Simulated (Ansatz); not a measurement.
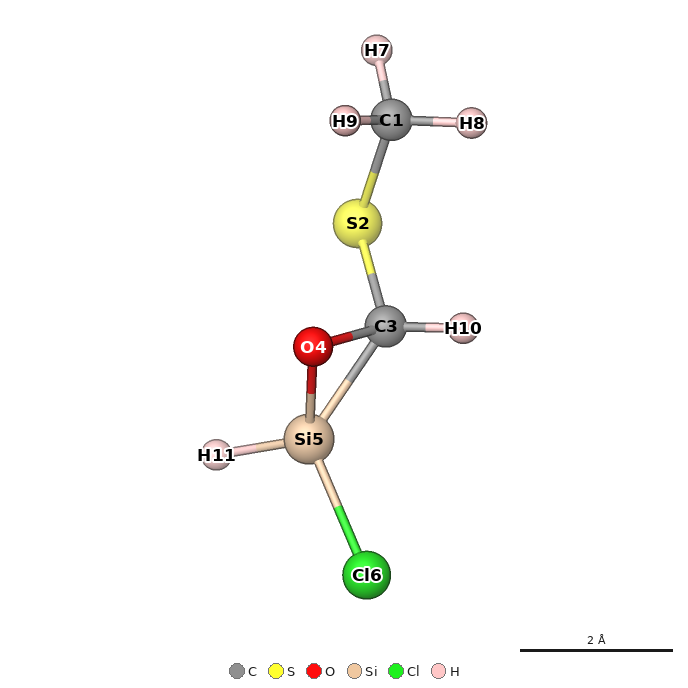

Orthographic view. Distant atoms are faded towards the background colour. The geometry was computed by an optimisation with PBE0-D4/def2-TZVP. No frequency run is at hand to confirm it as a minimum.

Write a MOL file (V2000) with the atoms in numerical order, bonds sorted by atom number with the orders drawn, and coordinates in the frame of the picture: x right, y up, z towards the viewer, origin at the mean position.

```
C2H5ClOSSi
                    3D

 11 11  0  0  0  0  0  0  0  0999 V2000
    0.3700    2.1500   -0.0600 C   0  0  0  0  0  0  0  0  0  0  0  0
   -0.0800    0.7800   -1.1400 S   0  0  0  0  0  0  0  0  0  0  0  0
    0.3000   -0.5800   -0.1000 C   0  0  1  0  0  0  0  0  0  0  0  0
   -0.6600   -0.8500    1.0300 O   0  0  0  0  0  0  0  0  0  0  0  0
   -0.7200   -2.0700   -0.0600 Si  0  0  2  0  0  4  0  0  0  0  0  0
    0.0400   -3.8700    0.4800 Cl  0  0  0  0  0  0  0  0  0  0  0  0
    0.1800    3.0700   -0.6100 H   0  0  0  0  0  0  0  0  0  0  0  0
    1.4300    2.1100    0.2000 H   0  0  0  0  0  0  0  0  0  0  0  0
   -0.2400    2.1400    0.8400 H   0  0  0  0  0  0  0  0  0  0  0  0
    1.3200   -0.6000    0.2700 H   0  0  0  0  0  0  0  0  0  0  0  0
   -1.9400   -2.2800   -0.8500 H   0  0  0  0  0  0  0  0  0  0  0  0
  1  2  1  0
  1  7  1  0
  1  8  1  0
  1  9  1  0
  2  3  1  0
  3  4  1  0
  3  5  1  0
  3 10  1  0
  4  5  1  0
  5  6  1  0
  5 11  1  0
M  END
```
